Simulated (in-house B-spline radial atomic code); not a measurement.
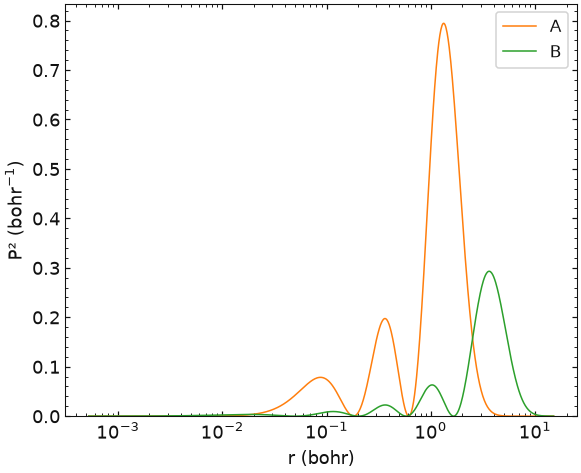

The neutral strontium atom; electrons: [Kr] 5s2. Computed with an in-house B-spline radial code: scalar-relativistic (spin-free one-electron X2C) LDA (Slater, VWN5), spin-polarised, spherical fractional occupations, Fermi nucleus, basis-set limit. Radial functions and radii carry no picture-change correction.

The plot shows the radial probability densities P² of 4p and 5s.

Which curve belongs to which orbital?

A is 4p; B is 5s. 4p: outer maximum at 1.32 bohr, ⟨r⟩ = 1.57 bohr, 2 nodes, eigenvalue −22.9 eV; 5s: outer maximum at 3.62 bohr, ⟨r⟩ = 4.27 bohr, 4 nodes, eigenvalue −3.64 eV.
